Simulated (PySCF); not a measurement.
## Excited-state calculation, with input and output: C4H9FOSi2

System: C4H9FOSi2.
Method: TDDFT CAM-B3LYP/def2-SVPD, vertical, gas phase, core orbitals frozen in the response (PySCF 2.14.0).

The geometry comes from this level: GFN2-xTB. It belongs to a series of runs on one base structure; here: Cl replaced by F.

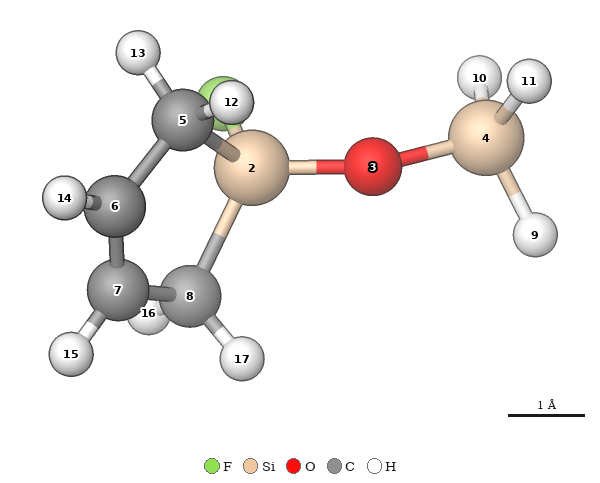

Figure 1. The structure (ball-and-stick view, seen at a tilt; atoms are numbered from 1 in the order of the input).

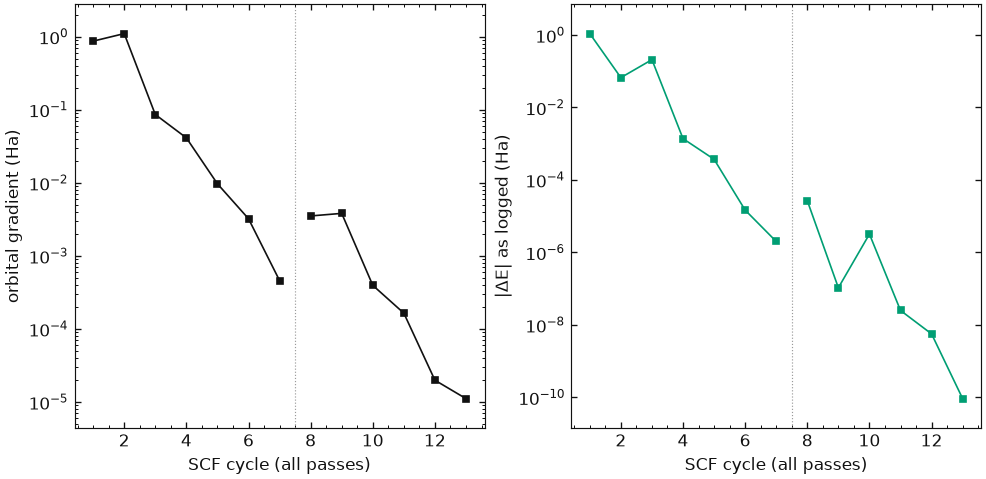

Figure 2. Convergence of the self-consistent field: orbital gradient and size of the energy change against the SCF cycle. The dotted line marks the change from a coarse to the final integration grid. The first 7 cycles use a coarse grid, the final grid takes over at cycle 8, and the field converges after 13 cycles in all.

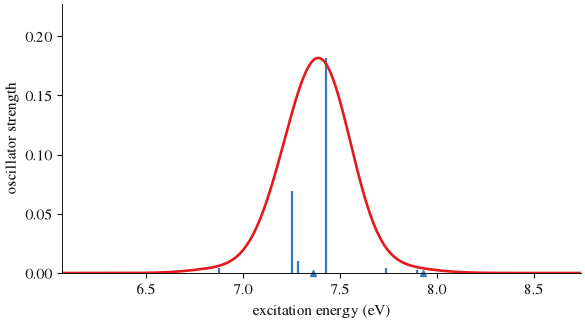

Figure 3. Computed excitations as sticks (degenerate states added up, dark ones marked on the axis), with a Gaussian envelope of 0.35 eV full width at half maximum, scaled to the tallest. Of the 8 states the lowest lies at 6.88 eV (f = 0.004); the strongest line is at 7.43 eV, or 167 nm (f = 0.182).

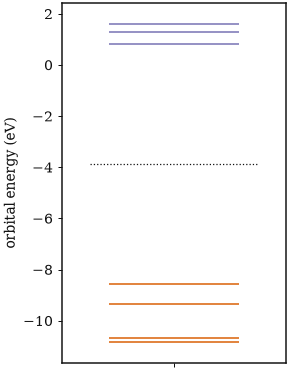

Figure 4. Orbital energies near the frontier; the dotted line parts filled from empty levels, and levels within 0.02 eV of each other stand side by side. Highest filled −8.55 eV, lowest empty 0.81 eV, 9.36 eV apart.

The input and output of the run follow.

**Input**
```
{"job": {"kind": "uv", "xc": "CAM-B3LYP", "basis": "def2-SVPD", "nstates": 8, "ntriplets": 3}, "charge": 0, "multiplicity": 1}
F      0.762094    -0.418814    -1.932117
Si     0.247768    -0.102330    -0.425752
O      1.566503     0.272342     0.412315
Si     3.161717     0.526328     0.632471
C     -1.146836     1.180281    -0.411517
C     -2.328551     0.393451     0.080910
C     -2.170159    -0.879594     0.404063
C     -0.812921    -1.510065     0.269199
H      3.546975    -0.434937     1.663202
H      3.857912     0.298836    -0.629714
H      3.253823     1.915475     1.076012
H     -0.966794     2.029374     0.248843
H     -1.361767     1.593945    -1.397464
H     -3.281488     0.896385     0.161100
H     -2.984355    -1.489949     0.767228
H     -0.870217    -2.374250    -0.393581
H     -0.480702    -1.884447     1.238009
```

The first line tells a small driver script what to run in PySCF; the rest is the geometry in Å.

Command:
```bash
OMP_NUM_THREADS=1 python <driver script> task.json out
```

**The program's output**
```
coarse grid: 15344 points
cycle   1  E = -911.2157268802  dE =  1.095e+00  |g| = 8.661e-01  |ddm| = 8.025e+00
cycle   2  E = -911.1490043467  dE =  6.672e-02  |g| = 1.098e+00  |ddm| = 2.357e+00
cycle   3  E = -911.3580079233  dE = -2.090e-01  |g| = 8.589e-02  |ddm| = 1.046e+00
cycle   4  E = -911.3593897241  dE = -1.382e-03  |g| = 4.116e-02  |ddm| = 2.268e-01
cycle   5  E = -911.3597610555  dE = -3.713e-04  |g| = 9.684e-03  |ddm| = 8.821e-02
cycle   6  E = -911.3597757560  dE = -1.470e-05  |g| = 3.225e-03  |ddm| = 1.829e-02
cycle   7  E = -911.3597777570  dE = -2.001e-06  |g| = 4.596e-04  |ddm| = 6.474e-03
final grid: 139848 points
cycle   8  E = -911.4952175752  dE = -2.673e-05  |g| = 3.519e-03  |ddm| = 8.392e-02
cycle   9  E = -911.4952174697  dE =  1.055e-07  |g| = 3.816e-03  |ddm| = 1.821e-02
cycle  10  E = -911.4952206712  dE = -3.202e-06  |g| = 3.956e-04  |ddm| = 7.357e-03
cycle  11  E = -911.4952206961  dE = -2.494e-08  |g| = 1.646e-04  |ddm| = 6.907e-04
cycle  12  E = -911.4952207017  dE = -5.612e-09  |g| = 1.992e-05  |ddm| = 4.524e-04
cycle  13  E = -911.4952207018  dE = -9.186e-11  |g| = 1.116e-05  |ddm| = 5.489e-05
converged SCF energy = -911.4952207018

Static polarisability (au): isotropic 92.776, principal 77.433 97.100 103.795

Singlet excitations
state   eV       nm        f      main configurations
  1   6.8782    180.3   0.00437   H->L+2 0.64, H->L 0.23, H->L+1 0.11
  2   7.2519    171.0   0.06964   H-1->L 0.58, H->L+3 0.30
  3   7.2864    170.2   0.01029   H->L 0.65, H->L+2 0.20
  4   7.3634    168.4   0.00083   H-1->L+3 0.92
  5   7.4288    166.9   0.18159   H->L+3 0.62, H-1->L 0.25
  6   7.7402    160.2   0.00456   H->L+8 0.28, H->L+5 0.24, H->L+1 0.19
  7   7.8997    156.9   0.00244   H-2->L 0.86
  8   7.9319    156.3   0.00001   H->L+4 0.71, H->L+6 0.19

Triplet excitations (Tamm-Dancoff, eV): 4.4892 6.7582 7.0403
```

**Summary**

```tsv
quantity	value
outcome	converged
total energy	−911.495221 hartree
HOMO	−8.55 eV
LUMO	0.81 eV
dipole moment	1.32 D
mean polarisability	92.78 a.u.
lowest singlet excitation	6.88 eV
hardware	1 CPU thread, shared host
wall time	2.6 min
peak memory	1.2 GiB
```
